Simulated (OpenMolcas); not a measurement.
# Single-point calculation, with input and output: CH$_{5}$OSi (charge +1)

The run: single-point calculation of CH$_{5}$OSi, charge +1. Method and program: M06-2X/def2-SVPD, RKS (OpenMolcas 26.06).

The geometry is that of the parent species in another charge or spin state. The geometry comes from this level: PBE0-D4/def2-TZVP.

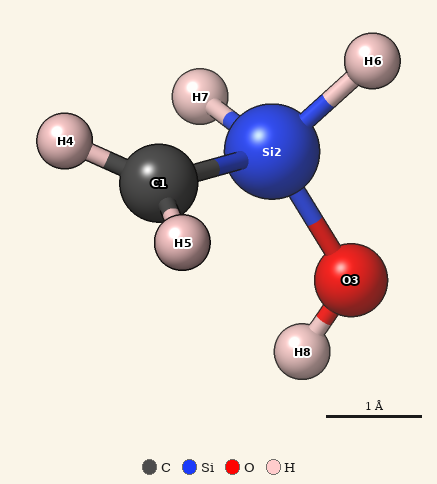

**Figure 1.** The structure (ball-and-stick view, seen at a tilt; atoms are numbered from 1 in the order of the input).

## Input file
```
&GATEWAY
  BasLib = $CurrDir
  BasisSet
  C.def2-SVPD....
  C1 -0.861500 0.517800 -0.791400 angstrom
  End of Basis
  BasisSet
  Si.def2-SVPD....
  Si2 0.654000 -0.005200 0.111100 angstrom
  End of Basis
  BasisSet
  O.def2-SVPD....
  O3 0.302800 -0.724400 1.554400 angstrom
  End of Basis
  BasisSet
  H.def2-SVPD....
  H4 -0.970800 0.416800 -1.867000 angstrom
  H5 -1.703100 0.991500 -0.293300 angstrom
  H6 1.495600 1.161100 0.480600 angstrom
  H7 1.431000 -0.912300 -0.779800 angstrom
  H8 -0.255800 -1.502300 1.529400 angstrom
  End of Basis

&SEWARD
  GridInput
  Grid=UltraFine
  End of Grid

&SCF
  Charge = 1
  KSDFT = M062X
  Thresholds = 1e-10 1e-07 1e-07 1e-05
  PrOrbitals = 1 1
```

Machine: 1 thread of Intel Xeon @ 2.50GHz (Skylake/Cascade Lake), 96 GiB of memory available, shared host.

Launch command:
```bash
export MOLCAS_MEM=1860
pymolcas job.inp > job.log
```

## Log
```
--- Start Module: gateway ---

                                              &GATEWAY

                       available to each process: 1.9 GB of memory, 1 thread

 Basis Set     1 Label: C.DEF2-SVPD....
 Basis set is read from library:.
 basistype.tbl is not found

 Basis Set     2 Label: SI.DEF2-SVPD....
 Basis set is read from library:.
 basistype.tbl is not found

 Basis Set     3 Label: O.DEF2-SVPD....
 Basis set is read from library:.
 basistype.tbl is not found

 Basis Set     4 Label: H.DEF2-SVPD....
 Basis set is read from library:.
 basistype.tbl is not found

++    Symmetry information:
      ---------------------

                    Character Table for C1

                             E
                    a        1  x, y, xy, Rz, z, xz, Ry, yz, Rx, I
--

++    Basis set information:
      ----------------------

      Basis set label: C.DEF2-SVPD.........

      Electronic valence basis set:
      ------------------
      Associated Effective Charge   6.000000 au
      Associated Actual Charge      6.000000 au
      Nuclear Model: Point charge

      Shell  nPrim  nBasis  Cartesian Spherical Contaminant
         s       8       4        X
         p       4       2        X
         d       2       2                 X

      Basis set label: SI.DEF2-SVPD.........

      Electronic valence basis set:
      ------------------
      Associated Effective Charge  14.000000 au
      Associated Actual Charge     14.000000 au
      Nuclear Model: Point charge

      Shell  nPrim  nBasis  Cartesian Spherical Contaminant
         s      11       5        X
         p       7       3        X
         d       2       2                 X

      Basis set label: O.DEF2-SVPD.........

      Electronic valence basis set:
      ------------------
      Associated Effective Charge   8.000000 au
      Associated Actual Charge      8.000000 au
      Nuclear Model: Point charge

      Shell  nPrim  nBasis  Cartesian Spherical Contaminant
         s       8       4        X
         p       5       3        X
         d       2       2                 X

      Basis set label: H.DEF2-SVPD.........

      Electronic valence basis set:
      ------------------
      Associated Effective Charge   1.000000 au
      Associated Actual Charge      1.000000 au
      Nuclear Model: Point charge

      Shell  nPrim  nBasis  Cartesian Spherical Contaminant
         s       4       2        X
         p       2       2        X
--

++    Molecular structure info:
      -------------------------

                    ************************************************
                    **** Cartesian Coordinates / bohr, angstrom ****
                    ************************************************

     Center  Label                x              y              z                     x              y              z
        1      C1              -1.627999       0.978500      -1.495529             -0.861500       0.517800      -0.791400
        2      SI2              1.235881      -0.009827       0.209949              0.654000      -0.005200       0.111100
        3      O3               0.572209      -1.368918       2.937390              0.302800      -0.724400       1.554400
        4      H4              -1.834546       0.787638      -3.528119             -0.970800       0.416800      -1.867000
        5      H5              -3.218393       1.873663      -0.554257             -1.703100       0.991500      -0.293300
        6      H6               2.826274       2.194161       0.908202              1.495600       1.161100       0.480600
        7      H7               2.704198      -1.723997      -1.473608              1.431000      -0.912300      -0.779800
        8      H8              -0.483392      -2.838936       2.890147             -0.255800      -1.502300       1.529400

                    ***************************************
                    *    InterNuclear Distances / bohr    *
                    ***************************************

               1 C1            2 SI2           3 O3            4 H4            5 H5            6 H6
    1 C1       0.000000
    2 SI2      3.476673        0.000000
    3 O3       5.477414        3.118738        0.000000
    4 H4       2.051953        4.902715        7.228140        0.000000
    5 H5       2.053451        4.896131        6.088891        3.455190        0.000000
    6 H6       5.205412        2.806149        4.679096        6.586539        6.227319        0.000000
    7 H7       5.106065        2.815795        4.912064        5.579384        6.990383        4.586926
    8 H8       5.925968        4.259486        1.810381        7.494784        6.446141        6.341455

               7 H7            8 H8
    7 H7       0.000000
    8 H8       5.517806        0.000000

                    *******************************************
                    *    InterNuclear Distances / angstrom    *
                    *******************************************

               1 C1            2 SI2           3 O3            4 H4            5 H5            6 H6
    1 C1       0.000000
    2 SI2      1.839776        0.000000
    3 O3       2.898523        1.650365        0.000000
    4 H4       1.085847        2.594405        3.824967        0.000000
    5 H5       1.086640        2.590921        3.222102        1.828408        0.000000
    6 H6       2.754585        1.484950        2.476071        3.485446        3.295355        0.000000
    7 H7       2.702013        1.490054        2.599352        2.952483        3.699151        2.427297
    8 H8       3.135887        2.254023        0.958012        3.966069        3.411151        3.355754

               7 H7            8 H8
    7 H7       0.000000
    8 H8       2.919897        0.000000

                    **************************************
                    *    Valence Bond Angles / degree    *
                    **************************************
                          Atom centers                 Phi
                      4 H4       1 C1       5 H5       114.62
                      6 H6       2 SI2      7 H7       109.35
--

            Nuclear Potential Energy            108.93275330 au

--- Stop Module: gateway /rc=_RC_ALL_IS_WELL_ ---

--- Start Module: seward ---

                                              &SEWARD

                       available to each process: 1.9 GB of memory, 1 thread

               SEWARD will generate:
                  Multipole Moment integrals up to order  2
                  Kinetic Energy integrals
                  Nuclear Attraction integrals (point charge)
                  One-Electron Hamiltonian integrals
                  Velocity integrals
                  Orbital angular momentum around (  0.3964  -0.1661   0.5432 )
                  Velocity quadrupole around (  0.3964  -0.1661   0.5432 )
                  Two-Electron Repulsion integrals

                   Integrals are discarded if absolute value <: 1.00E-14
                   Integral cutoff threshold is set to       <: 1.00E-16

            Nuclear Potential Energy            108.93275330 au

      Basis set specifications :
      Symmetry species         a
      Basis functions          107

--- Stop Module: seward /rc=_RC_ALL_IS_WELL_ ---
--- Module seward spent 5 seconds ---

--- Start Module: scf ---

                                                &SCF

                       available to each process: 1.9 GB of memory, 1 thread

 ###############################################################################
 ###     Minimized-density-differences option turned off!                    ###
 ###############################################################################
++    Input section:
      --------------

      Header of the integral files:

      Cartesian coordinates in angstrom:
      -----------------------------------------------------
      No.  Label        X            Y            Z
      -----------------------------------------------------
       1   C1        -0.86150000   0.51780000  -0.79140000
       2   SI2        0.65400000  -0.00520000   0.11110000
       3   O3         0.30280000  -0.72440000   1.55440000
       4   H4        -0.97080000   0.41680000  -1.86700000
       5   H5        -1.70310000   0.99150000  -0.29330000
       6   H6         1.49560000   1.16110000   0.48060000
       7   H7         1.43100000  -0.91230000  -0.77980000
       8   H8        -0.25580000  -1.50230000   1.52940000
      -----------------------------------------------------
      Nuclear repulsion energy =  108.93275330
--

++    Orbital specifications:
      -----------------------

      Symmetry species               1
                                     a
      Frozen orbitals                0
      Aufbau                        16
      Start temperature = 0.500
      End temperature   = 0.010
      Temperature Factor= 0.460
      Deleted orbitals               0
      Total number of orbitals     107
      Number of basis functions    107
--

      Molecular charge                           1.000

      Numerical integration parameters
      --------------------------------
      Radial quadrature type:                         MHL
      Size of radial grid:                            99
      Lebedev angular grid:                           41
      Angular grid pruned with the crowding factor:  1.00E+10
                                 and fading factor:  1.00E+01
      Screening threshold for integral computation:   1.00E-11
      Radial quadrature accuracy:                     1.00E-25
      Maximum batch size:                             128
      AO values are stored on disk
      The same grid will be used for all iterations.

      DFT functional specifications
      -----------------------------
      Using Libxc version: 6.2.2
      Please cite the following reference:
      S. Lehtola, C. Steigemann, M. J.T. Oliveira, and M. A.L. Marques.,  SoftwareX 7, 1–5 (2018) doi:10.1016/j.softx.2017.11.002

      * Minnesota M06-2X hybrid exchange functional
        - Y. Zhao and D. G. Truhlar.,  Theor. Chem. Acc. 120, 215 (2008) doi:10.1007/s00214-007-0310-x
      * Minnesota M06-2X correlation functional
        - Y. Zhao and D. G. Truhlar.,  Theor. Chem. Acc. 120, 215 (2008) doi:10.1007/s00214-007-0310-x

++    Optimization specifications:
      ----------------------------

      SCF Algorithm: Conventional
      D(i)-D(i-1) density differences are used
      Number of density matrices in core                 5
      Maximum number of NDDO SCF iterations            400
      Maximum number of HF SCF iterations              400
      Threshold for SCF energy change             1.00E-10
      Threshold for density matrix                1.00E-07
      Threshold for Fock matrix                   1.00E-07
      Threshold for linear dependence             1.00E-09
      Threshold at which DIIS is turned on        1.50E-01
      Maximum depth in the DIIS procedure                5
      Maximum depth in the BFGS Hessian update          30
      Threshold at which QNR/C2DIIS is turned on  7.50E-02
      Threshold for Norm(delta) (QNR/C2DIIS)      1.00E-05
      All orbitals punched on: SCFORB
--

      Input vectors read from INPORB
      Orbital file label: *Guess orbitals

++ Convergence information
                                   M062X      iterations: Energy and convergence statistics

Iter     Tot. M062X      One-elec.       Two-elec.     Energy      Max Dij or  Max Fij      DNorm      TNorm      AccCon     Time
         Energy          Energy          Energy        Change      Delta Norm                                                in Sec.
   1  -400.534831439  -773.770515251   264.302930508   0.00E+00    1.44E-01*   4.93E-01*    8.78E+00   1.50E+02   None         6.
   2  -399.855952252  -775.239067446   266.450361891   6.79E-01*   1.30E-01*   2.69E-01*    9.68E+01   1.50E+02   EDIIS        4.
   3  -404.130504802  -784.378139533   271.314881428  -4.27E+00*   1.97E-01*   2.49E-01*    3.32E+01   1.52E+02   EDIIS        4.
   4  -404.141134038  -783.634938622   270.561051282  -1.06E-02*   1.67E-01*   1.80E-01*    4.28E+00   1.52E+02   EDIIS        4.
   5  -405.055601148  -783.007198942   269.018844491  -9.14E-01*   1.44E-01*   1.24E-01*    3.57E+00   1.52E+02   EDIIS        4.
   6  -405.039235255  -786.191073143   272.219084584   1.64E-02*   3.18E-02*   8.42E-02*    1.33E+00   1.52E+02   EDIIS        4.
   7  -405.210697358  -784.186866096   270.043415435  -1.71E-01*   2.97E-02*   1.32E-02*    5.34E-01   1.52E+02   EDIIS        4.
   8  -405.211531096  -784.641661090   270.497376690  -8.34E-04*   1.30E-02*   8.18E-03*    2.79E-01   1.52E+02   EDIIS        4.

       Fermi aufbau procedure completed!
      nOcc=   16

   9  -405.212625669  -784.264642766   270.119263794  -1.09E-03*   1.19E-02*   4.86E-03*    1.45E-01   1.52E+02   c2DIIS       4.
  10  -405.212890314  -784.391878995   270.246235378  -2.65E-04*   5.47E-03*   7.93E-04*    3.21E-02   1.52E+02   QNRc2DIIS    4.
  11  -405.212887672  -784.371697411   270.226056435   2.64E-06*   3.08E-03*   8.16E-04*    2.52E-02   1.52E+02   QNRc2DIIS    4.
  12  -405.212910873  -784.389388194   270.243724017  -2.32E-05*   1.14E-03*   1.44E-04*    1.20E-02   1.52E+02   QNRc2DIIS    4.
  13  -405.212910935  -784.381302417   270.235638179  -6.19E-08*   5.09E-04*   1.39E-04*    4.62E-03   1.52E+02   QNRc2DIIS    4.
  14  -405.212911498  -784.385982706   270.240317904  -5.63E-07*   7.49E-05*   1.38E-05*    2.30E-03   1.52E+02   QNRc2DIIS    4.
  15  -405.212911503  -784.385785647   270.240120841  -4.41E-09*   2.88E-05*   5.21E-06*    2.91E-04   1.52E+02   QNRc2DIIS    4.
  16  -405.212911504  -784.385829662   270.240164855  -8.86E-10*   1.25E-05*   1.70E-06*    9.83E-05   1.52E+02   QNRc2DIIS    4.
  17  -405.212911503  -784.385796435   270.240131629   3.74E-10*   3.14E-05*   4.59E-06*    5.92E-05   1.52E+02   QNRc2DIIS    4.
  18  -405.212911504  -784.385840248   270.240175441  -4.87E-10*   2.80E-06    5.72E-07*    1.04E-04   1.52E+02   QNRc2DIIS    4.
  19  -405.212911504  -784.385837870   270.240173063  -6.25E-12    1.73E-07    3.44E-08     1.13E-05   1.52E+02   QNRc2DIIS    4.

       Convergence after  19 Iterations
--

 *****************************************************************************************************************************
 *                                             SCF/KS-DFT Program, Final results                                             *
 *                                                       Final Results                                                       *
 *****************************************************************************************************************************

::    Total KS-DFT energy                            -405.2129115037
      One-electron energy                            -784.3858378697
      Two-electron energy                             270.2401730627
      Nuclear repulsion energy                        108.9327533032
      Kinetic energy (interpolated)                   403.3764915982
      Virial theorem                                    1.0045526201
      Total spin, S(S+1)                                0.0000000000
      Total spin, S                                     0.0000000000
      Max non-diagonal density matrix element           0.0000001151
      Max non-diagonal Fock matrix element              0.0000000058

      All orbitals with orbital energies smaller than  E(LUMO)+0.5 are printed

++    Molecular orbitals:
      -------------------

      Title: RKS-DFT orbitals

      Molecular orbitals for symmetry species 1: a

          Orbital            1         2         3         4         5         6         7         8         9        10
          Energy          -67.2693  -19.8422  -10.9336   -5.8029   -4.1170   -4.1156   -4.1144   -1.3098   -1.0682   -0.8573
          Occ. No.          2.0000    2.0000    2.0000    2.0000    2.0000    2.0000    2.0000    2.0000    2.0000    2.0000

          Orbital           11        12        13        14        15        16        17        18        19        20
          Energy           -0.8031   -0.7721   -0.6781   -0.6627   -0.6176   -0.5860   -0.3913   -0.1528   -0.1427   -0.1008
          Occ. No.          2.0000    2.0000    2.0000    2.0000    2.0000    2.0000    0.0000    0.0000    0.0000    0.0000

          Orbital           21        22        23        24        25        26        27        28        29        30
          Energy           -0.1008   -0.0923   -0.0774   -0.0683   -0.0488   -0.0374   -0.0196   -0.0000    0.0078    0.0146
          Occ. No.          0.0000    0.0000    0.0000    0.0000    0.0000    0.0000    0.0000    0.0000    0.0000    0.0000

          Orbital           31        32        33        34        35        36
          Energy            0.0237    0.0316    0.0421    0.0596    0.0779    0.0884
          Occ. No.          0.0000    0.0000    0.0000    0.0000    0.0000    0.0000

--

++    Molecular charges:
      ------------------

      Mulliken charges per centre and basis function type
      ---------------------------------------------------

                C1      SI2     O3      H4      H5      H6      H7      H8
      1s       3.1768  5.0401  3.8307  0.9595  0.9605  0.8053  0.8498  0.7072
      2px      1.0431  2.6547  1.6715 -0.0150  0.0266  0.0097  0.0035  0.0260
      2pz      1.1069  2.5213  1.5991  0.0340 -0.0274 -0.0049 -0.0019  0.0054
      2py      0.3152  2.8171  1.4658 -0.0077  0.0126  0.0014 -0.0148  0.0291
      3d2+    -0.0030  0.0420  0.0004  0.0000  0.0000  0.0000  0.0000  0.0000
      3d1+     0.0055  0.0971  0.0099  0.0000  0.0000  0.0000  0.0000  0.0000
      3d0     -0.0130  0.0755  0.0036  0.0000  0.0000  0.0000  0.0000  0.0000
      3d1-    -0.0030  0.0962  0.0076  0.0000  0.0000  0.0000  0.0000  0.0000
      3d2-     0.0132  0.0730 -0.0063  0.0000  0.0000  0.0000  0.0000  0.0000
      Total    5.6417 13.4170  8.5823  0.9708  0.9724  0.8115  0.8365  0.7678

      N-E      0.3583  0.5830 -0.5823  0.0292  0.0276  0.1885  0.1635  0.2322

      Total electronic charge=   32.000000

      Total            charge=    1.000000
--

++    Molecular properties:
      ---------------------

      Charge (e):
                      =    1.0000
      Dipole Moment (debye):
      Origin of the operator (angstrom)=    0.2098   -0.0879    0.2874
                   X= -3.6114E+00               Y=  1.3567E+00               Z= -4.4010E+00           Total=  5.8525E+00
      Center of Charge (angstrom)
                     X=   -0.54209575               Y=    0.19456684               Z=   -0.62884076
      Quadrupole Moment (debye*angstrom):
      Origin of the operator (angstrom)=    0.2098   -0.0879    0.2874
                  XX= -1.6024E+01              XY= -8.6722E-01              XZ=  3.6319E+00              YY= -1.8366E+01
                  YZ= -3.7066E+00              ZZ= -1.9201E+01
      In traceless form (debye*angstrom)
                  XX=  2.7601E+00              XY= -1.3008E+00              XZ=  5.4478E+00              YY= -7.5379E-01
                  YZ= -5.5600E+00              ZZ= -2.0063E+00
--

--- Stop Module: scf /rc=_RC_ALL_IS_WELL_ ---
--- Module scf spent 1 minute 20 seconds ---

.##################.
.# Happy landing! #.
.##################.

    Timing: Wall=86.26 User=78.27 System=7.95
```

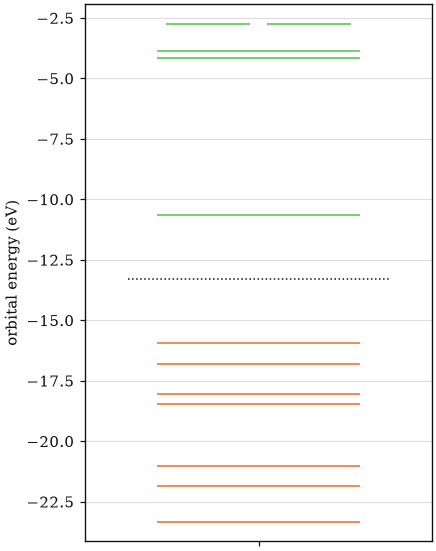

**Figure 2.** Orbital energies near the frontier; the dotted line parts filled from empty levels, and levels within 0.02 eV of each other stand side by side. Highest filled −15.94 eV, lowest empty −10.65 eV, 5.29 eV apart.

## Summary

- outcome: converged
- total energy: −405.212912 hartree
- basis functions: 107
- HOMO: −15.94 eV
- LUMO: −10.65 eV
- wall time: 87 s
- peak memory: 0.62 GiB
